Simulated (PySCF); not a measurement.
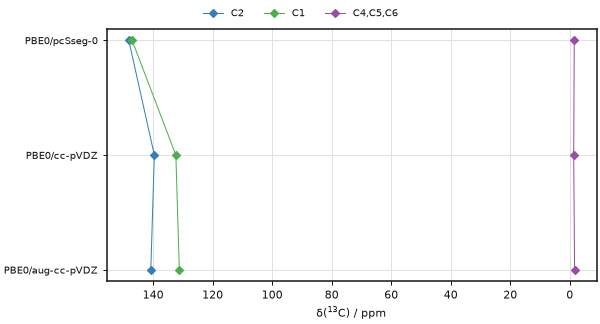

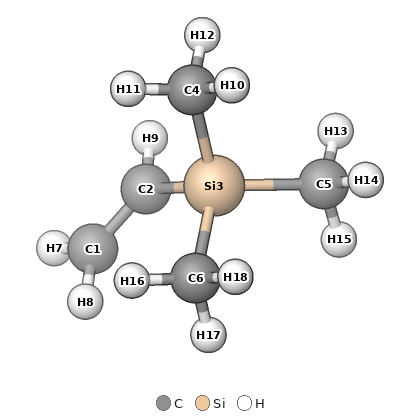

GIAO ¹³C shifts of C₅H₁₂Si, SMILES C=C[Si](C)(C)C at several levels, one geometry, PySCF 2.14.0, at a PBE0-D3(BJ)/def2-SVP geometry (no frequency check); values of one conformer, averaged over nuclei that symmetry or rotation about single bonds exchange, these motions taken as fast; each against TMS at the same level.

### Which of the plotted signals depends most on the level, and by how much?

That of C1: from 131.2 ppm (PBE0/aug-cc-pVDZ) to 147.1 ppm (PBE0/pcSseg-0), a spread of 15.9 ppm. The steadiest, C4, C5 and C6, moves by 0.3 ppm.

### Do all levels give the signals in the same order?

Yes, the order of the signals is the same at every level.
